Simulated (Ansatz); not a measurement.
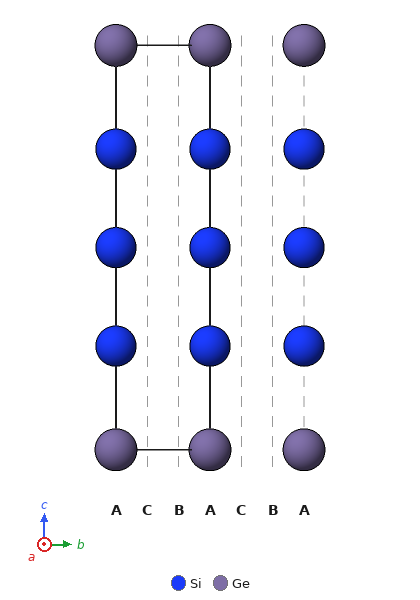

Projection along an edge of the hexagonal mesh, stacking direction c upwards. The dashed lines mark the three columns A (0, 0), B (1/3, 2/3) and C (2/3, 1/3). The sequence starts with the first layer at or above the cell's origin.

Si₃Ge. Coordinates: coordinates from a relaxation with Ansatz 0.2.0, DFT PBE, scalar-relativistic, plane waves, PAW; the starting structure was generated, so it need not be a known form of this composition.

Read off the stacking sequence over one period.

Ge(A) – Si(A) – Si(A) – Si(A) (four layers in 10.11 Å).

How are the Ge and Si layers alone stacked?

Ge and Si layers alone: AAAA, a sequence in which some neighbouring layers lie directly above each other.

Heights of the layers:

```
layer  atoms (column)  height (Å)  to next (Å)
    1           Ge(A)        0.00         2.59
    2           Si(A)        2.59         2.46
    3           Si(A)        5.06         2.46
    4           Si(A)        7.52         2.59
```
